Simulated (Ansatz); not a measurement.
**Geometry relaxation of C2H7BO (part 2 of 2)**

Continued. System: C2H7BO, SMILES BOCC. Method: RKS PBE0-D4/def2-TZVP (Ansatz 0.2.0). The geometry: PBE-D4/def2-SVP start.

Geometry of the input (Å):
```
B  -0.3929  1.8210  0.6390
O  -0.8167  0.7008  0.0175
C  -0.2722  -0.5945  0.2980
C  0.5369  -1.0992  -0.8847
H  -0.9195  2.8621  0.2938
H  0.4734  1.7621  1.5034
H  0.3501  -0.5479  1.2200
H  -1.1323  -1.2684  0.5000
H  -0.0775  -1.1105  -1.8068
H  1.4192  -0.4522  -1.0648
H  0.8968  -2.1304  -0.6948
```

**Trajectory as extended XYZ (Å, eV, eV/Å), 10 frames, from step=1 to step=10**
```
11
Properties=species:S:1:pos:R:3:forces:R:3 step=1 energy=-4908.24436
B    -0.3929    1.8210    0.6390   -0.0425  -0.1218  -0.0373
O    -0.8167    0.7008    0.0175    0.3115   0.0255   0.2400
C    -0.2722   -0.5945    0.2980   -0.0785  -0.0968   0.3011
C     0.5369   -1.0992   -0.8847    0.1223  -0.0232  -0.2128
H    -0.9195    2.8621    0.2938    0.2196  -0.3740   0.1529
H     0.4734    1.7621    1.5034   -0.3319   0.0173  -0.3375
H     0.3501   -0.5479    1.2200   -0.2990   0.0097  -0.4808
H    -1.1323   -1.2684    0.5000    0.4282   0.3651  -0.1224
H    -0.0775   -1.1105   -1.8068    0.2770   0.0123   0.4594
H     1.4192   -0.4522   -1.0648   -0.4248  -0.3044   0.0947
H     0.8968   -2.1304   -0.6948   -0.1820   0.4903  -0.0573
11
Properties=species:S:1:pos:R:3:forces:R:3 step=2 energy=-4908.28321
B    -0.3928    1.8064    0.6363   -0.0137  -0.0462  -0.0595
O    -0.8115    0.6960    0.0094    0.1014   0.0179   0.1159
C    -0.2702   -0.5909    0.2970   -0.0319   0.0183   0.0625
C     0.5349   -1.0919   -0.8798    0.0341  -0.0359  -0.0494
H    -0.9049    2.8410    0.3007    0.0601  -0.0985   0.0550
H     0.4635    1.7426    1.4883   -0.1037  -0.0018  -0.0846
H     0.3466   -0.5367    1.2070   -0.0911  -0.0028  -0.1460
H    -1.1214   -1.2556    0.4969    0.1344   0.0968  -0.0329
H    -0.0767   -1.1073   -1.7893    0.0785   0.0028   0.1332
H     1.4057   -0.4500   -1.0604   -0.1248  -0.0853   0.0326
H     0.8921   -2.1107   -0.6856   -0.0433   0.1346  -0.0269
11
Properties=species:S:1:pos:R:3:forces:R:3 step=3 energy=-4908.28633
B    -0.3880    1.8037    0.6300   -0.0868  -0.0159   0.0639
O    -0.8091    0.6968    0.0063    0.0449  -0.0161  -0.0236
C    -0.2684   -0.5867    0.2944   -0.0126   0.0187  -0.0034
C     0.5338   -1.0925   -0.8785   -0.0045   0.0046   0.0005
H    -0.9008    2.8358    0.3082    0.0252   0.0134  -0.0221
H     0.4508    1.7335    1.4905    0.0306   0.0020  -0.0190
H     0.3476   -0.5299    1.1980    0.0079   0.0020   0.0126
H    -1.1141   -1.2487    0.4968   -0.0102  -0.0080   0.0043
H    -0.0771   -1.1109   -1.7824   -0.0062  -0.0032  -0.0117
H     1.3994   -0.4524   -1.0606    0.0112   0.0067  -0.0065
H     0.8913   -2.1058   -0.6822    0.0006  -0.0043   0.0049
11
Properties=species:S:1:pos:R:3:forces:R:3 step=4 energy=-4908.28637
B    -0.3898    1.8028    0.6315   -0.0741  -0.0319   0.0564
O    -0.8106    0.6966    0.0057    0.0558   0.0063  -0.0309
C    -0.2677   -0.5853    0.2941   -0.0128  -0.0047   0.0062
C     0.5332   -1.0922   -0.8795   -0.0081   0.0107   0.0040
H    -0.8916    2.8373    0.3030    0.0074   0.0226  -0.0193
H     0.4419    1.7280    1.4983    0.0325   0.0078  -0.0176
H     0.3502   -0.5258    1.1962    0.0075  -0.0013   0.0119
H    -1.1113   -1.2489    0.4996   -0.0136  -0.0091   0.0031
H    -0.0792   -1.1141   -1.7823   -0.0082  -0.0031  -0.0127
H     1.3972   -0.4509   -1.0649    0.0128   0.0071  -0.0064
H     0.8930   -2.1044   -0.6814    0.0008  -0.0044   0.0053
11
Properties=species:S:1:pos:R:3:forces:R:3 step=5 energy=-4908.28587 accepted=F
B    -0.3985    1.8010    0.6399    0.0987   0.0308  -0.0866
O    -0.8079    0.6966    0.0058   -0.0378  -0.0294   0.0114
C    -0.2690   -0.5868    0.2942   -0.0069   0.0223  -0.0221
C     0.5343   -1.0917   -0.8776   -0.0088   0.0084   0.0072
H    -0.8977    2.8355    0.3066   -0.0377   0.0138   0.0243
H     0.4593    1.7344    1.4812   -0.0245  -0.0105   0.0512
H     0.3446   -0.5313    1.1983    0.0264   0.0031   0.0359
H    -1.1148   -1.2483    0.4936   -0.0313  -0.0261   0.0135
H    -0.0760   -1.1111   -1.7811   -0.0183  -0.0029  -0.0337
H     1.3988   -0.4514   -1.0594    0.0301   0.0219  -0.0102
H     0.8922   -2.1038   -0.6810    0.0102  -0.0314   0.0091
11
Properties=species:S:1:pos:R:3:forces:R:3 step=6 energy=-4908.28689
B    -0.3918    1.8026    0.6365   -0.0068   0.0011   0.0031
O    -0.8041    0.6987    0.0016   -0.0110   0.0086   0.0032
C    -0.2695   -0.5854    0.2928    0.0277   0.0053  -0.0113
C     0.5331   -1.0925   -0.8799   -0.0067  -0.0169   0.0014
H    -0.8900    2.8395    0.3064   -0.0014  -0.0018  -0.0024
H     0.4446    1.7283    1.4992    0.0027   0.0001   0.0037
H     0.3466   -0.5292    1.1969    0.0009   0.0004  -0.0007
H    -1.1161   -1.2468    0.4958   -0.0060   0.0043  -0.0030
H    -0.0810   -1.1266   -1.7819    0.0027   0.0021   0.0055
H     1.3918   -0.4453   -1.0721   -0.0028  -0.0010   0.0051
H     0.9018   -2.1003   -0.6747    0.0007  -0.0022  -0.0048
11
Properties=species:S:1:pos:R:3:forces:R:3 step=7 energy=-4908.28708
B    -0.3963    1.8052    0.6407    0.0045   0.0054   0.0072
O    -0.7956    0.7024   -0.0039   -0.0003  -0.0135   0.0030
C    -0.2629   -0.5823    0.2907    0.0155   0.0168  -0.0055
C     0.5331   -1.0975   -0.8825    0.0033  -0.0066  -0.0017
H    -0.8945    2.8407    0.3067   -0.0012   0.0032   0.0005
H     0.4296    1.7319    1.5144   -0.0067  -0.0015  -0.0051
H     0.3562   -0.5237    1.1926   -0.0008  -0.0009   0.0001
H    -1.1107   -1.2402    0.4988   -0.0117  -0.0006   0.0036
H    -0.0837   -1.1269   -1.7826    0.0013   0.0015  -0.0026
H     1.3972   -0.4582   -1.0770   -0.0056  -0.0023   0.0012
H     0.8929   -2.1084   -0.6775    0.0017  -0.0016  -0.0008
11
Properties=species:S:1:pos:R:3:forces:R:3 step=8 energy=-4908.28715
B    -0.4003    1.8075    0.6450    0.0078   0.0016   0.0007
O    -0.7871    0.7059   -0.0096    0.0070  -0.0086   0.0050
C    -0.2569   -0.5791    0.2886   -0.0008   0.0121  -0.0020
C     0.5330   -1.1022   -0.8851    0.0048  -0.0012  -0.0009
H    -0.8972    2.8426    0.3075   -0.0016   0.0025   0.0025
H     0.4141    1.7338    1.5294   -0.0092  -0.0022  -0.0066
H     0.3649   -0.5185    1.1885    0.0000  -0.0024  -0.0003
H    -1.1065   -1.2333    0.5021   -0.0050  -0.0019   0.0039
H    -0.0862   -1.1297   -1.7836    0.0001   0.0005  -0.0029
H     1.4007   -0.4690   -1.0834   -0.0042  -0.0012  -0.0004
H     0.8868   -2.1150   -0.6788    0.0010   0.0008   0.0010
11
Properties=species:S:1:pos:R:3:forces:R:3 step=9 energy=-4908.28717
B    -0.4015    1.8084    0.6465    0.0037  -0.0025  -0.0032
O    -0.7835    0.7075   -0.0120    0.0065  -0.0004   0.0055
C    -0.2549   -0.5777    0.2877   -0.0042   0.0046  -0.0011
C     0.5329   -1.1041   -0.8862    0.0017   0.0001  -0.0003
H    -0.8975    2.8438    0.3083   -0.0008   0.0004   0.0018
H     0.4078    1.7336    1.5352   -0.0055  -0.0012  -0.0035
H     0.3680   -0.5168    1.1868    0.0002  -0.0015  -0.0004
H    -1.1054   -1.2303    0.5034    0.0000  -0.0004   0.0015
H    -0.0873   -1.1324   -1.7840    0.0002  -0.0003  -0.0007
H     1.4009   -0.4721   -1.0868   -0.0021  -0.0003  -0.0002
H     0.8859   -2.1168   -0.6784    0.0003   0.0015   0.0008
11
Properties=species:S:1:pos:R:3:forces:R:3 step=10 energy=-4908.28718
B    -0.4019    1.8090    0.6475   -0.0012  -0.0045  -0.0040
O    -0.7808    0.7086   -0.0138    0.0030   0.0046   0.0044
C    -0.2539   -0.5768    0.2869   -0.0022  -0.0007  -0.0008
C     0.5327   -1.1052   -0.8869   -0.0006   0.0007   0.0000
H    -0.8973    2.8447    0.3091    0.0005  -0.0007   0.0003
H     0.4036    1.7331    1.5393   -0.0010  -0.0001  -0.0002
H     0.3696   -0.5160    1.1856    0.0000  -0.0001  -0.0001
H    -1.1051   -1.2282    0.5039    0.0016   0.0007  -0.0003
H    -0.0882   -1.1355   -1.7841    0.0002  -0.0005   0.0005
H     1.4002   -0.4733   -1.0895   -0.0003   0.0000   0.0000
H     0.8865   -2.1174   -0.6773    0.0000   0.0007   0.0002
```

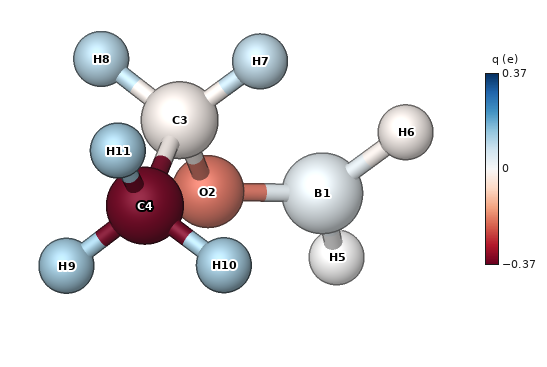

Mulliken charges, as the colour of each atom (ball-and-stick view, seen at a tilt; atoms are numbered from 1 in the order of the input). By element: B +0.04, O −0.22, C −0.36 to −0.02 and H −0.02 to +0.13 e.

**Summary**

```json
{"quantity": "outcome", "value": "converged"}
{"quantity": "total energy", "value": "−4908.2872 eV"}
{"quantity": "mean-field energy", "value": "−4908.1595 eV"}
{"quantity": "dispersion energy", "value": "−0.1277 eV"}
{"quantity": "SCF solution under orbital rotations", "value": "stable"}
{"quantity": "largest force (length of the vector) at the end", "value": "0.007 eV/Å"}
{"quantity": "dipole moment", "value": "1.78 D"}
{"quantity": "hardware", "value": "4 threads of Arm Neoverse V1, 23 GiB of memory available, shared host"}
{"quantity": "wall time", "value": "19 s (CPU time 68 s)"}
{"quantity": "peak memory", "value": "0.33 GiB"}
```
